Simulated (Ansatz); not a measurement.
Reaction (SMILES): [SeH] (SeH) → H atom + Se atom
B3LYP-D3(BJ)/def2-TZVP geometries, fixed; electronic energies without zero-point terms.

Basis-set convergence of the atomisation energy at PBE with Ansatz (a program for electronic structure). Cartesian d functions, on some or all atoms, in 3-21G, 6-31G; all else is spherical. The program fits the integrals of some runs and decomposes those of others, by size. Open shells are unrestricted. No added dispersion term, no relativity. Functions are those of the species that has most. Reference: the value in aug-cc-pV5Z, 78.89 kcal/mol, itself unsure by roughly 0.11 kcal/mol (its mean distance from pcseg-4, aug-pcseg-3, aug-cc-pVQZ). Deviations are taken from unrounded values.

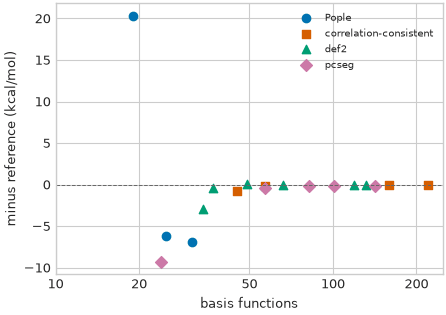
Fig. 1. Deviation from the reference against the number of basis functions, by family of sets.

```csv
basis,functions,atomisation energy (kcal/mol),minus reference (kcal/mol)
STO-3G,19,99.21,20.32
pcseg-0,24,69.62,-9.27
3-21G,25,72.67,-6.22
6-31G,31,72.01,-6.88
def2-SV(P),34,75.92,-2.97
def2-SVP,37,78.44,-0.45
aug-cc-pVDZ,45,78.15,-0.75
def2-SVPD,49,78.98,0.09
cc-pVTZ,57,78.68,-0.22
pcseg-2,57,78.45,-0.44
def2-TZVPD,66,78.79,-0.10
aug-pcseg-2,82,78.73,-0.16
pcseg-3,101,78.74,-0.15
def2-QZVPP,119,78.82,-0.07
def2-QZVPPD,131,78.88,-0.01
aug-pcseg-3,142,78.76,-0.14
cc-pV5Z,159,78.83,-0.06
aug-cc-pV5Z,220,78.89,0.00
```
